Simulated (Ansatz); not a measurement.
Fields on a plane of Mg2Si (antifluorite type, space group Fm-3m)

```
CELL_PARAMETERS angstrom
      0.00000     3.16274     3.16274
      3.16274     0.00000     3.16274
      3.16274     3.16274     0.00000
ATOMIC_POSITIONS crystal
  Si 0.00000 0.00000 0.00000
  Mg 0.25000 0.25000 0.25000
  Mg 0.75000 0.75000 0.75000
```

The slice is a {100} plane (indices of the conventional cell) through the point (0.750, 0.750, 0.750) (fractional), spanned by u = [100] and v = [0 1 -1] in vectors of this cell: u (4.47 Å) and v (4.47 Å, at 90° to u). It covers one period; positions are fractions (u, v).

Atoms on it: Mg at (0.50, 0.50); Mg at (0.00, 0.00).

Method: PBEsol (plane waves to 420 eV, PAW, scalar-relativistic; Ansatz, a program for electronic structure). k mesh 13×13×13. Near the nuclei the fields are pseudised (PAW); where an atom keeps semicore shells as valence, they peak there. Mg2Si was relaxed with its symmetry unable to fall. The PAW data are Ansatz's earlier set.

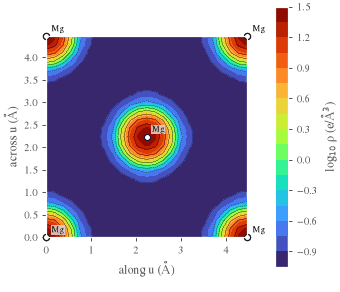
Figure: Log₁₀ of the valence density in e/Å³, one period of the plane, atoms marked. The scale is logarithmic, as a density can span decades between atoms and voids.

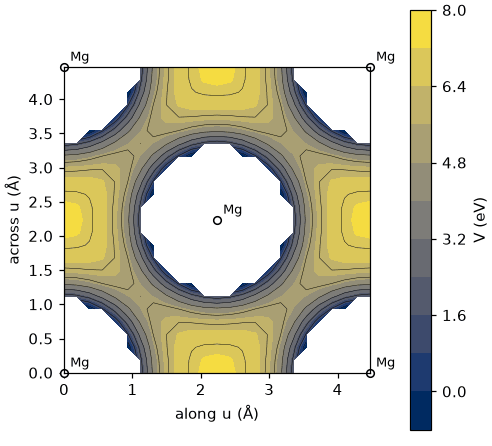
Electrostatic potential energy of an electron, from the cell's mean, in eV, one period of the plane, atoms marked. Points within 1 Å of a nucleus are left white, as the pseudised field means little there. The zero, the cell's mean, hangs on the PAW cores.
